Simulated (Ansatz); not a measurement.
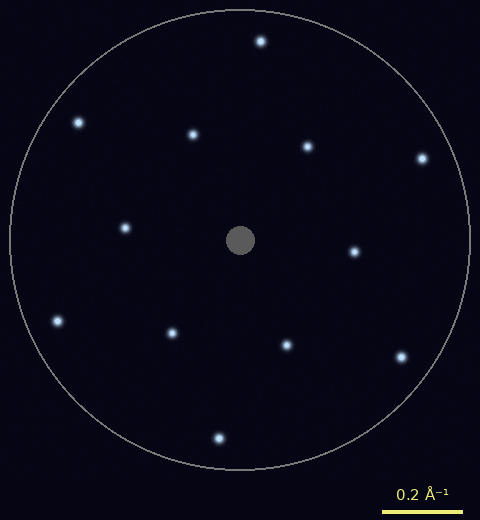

Simulated LEED pattern at 75 eV and normal incidence, from the upper face of a slab model. Spot positions follow from the surface net; brightness is a rough single-scattering estimate from the outer layers, good only for telling present from absent.

Q: What surface net do the spots show?

A: The spots form a hexagonal reciprocal net with shortest vectors 0.289 and 0.289 Å⁻¹ at 60.0°. The primitive real-space mesh has edges 4.00 and 4.00 Å at 60.0° (or its supplement) and area 13.9 Å².

The slab has composition Si2Ge (3 atoms a cell, 1.7 Å thick). Structure: the geometry relaxed with DFT PBE, scalar-relativistic, plane waves, PAW in Ansatz 0.2.0; the starting structure was generated, so it need not be a known form of this composition.

Q: Which atoms form the outermost layer?

A: The highest atoms of the upper face (within 0.6 Å of the top) are Ge; the spot positions alone do not show this.
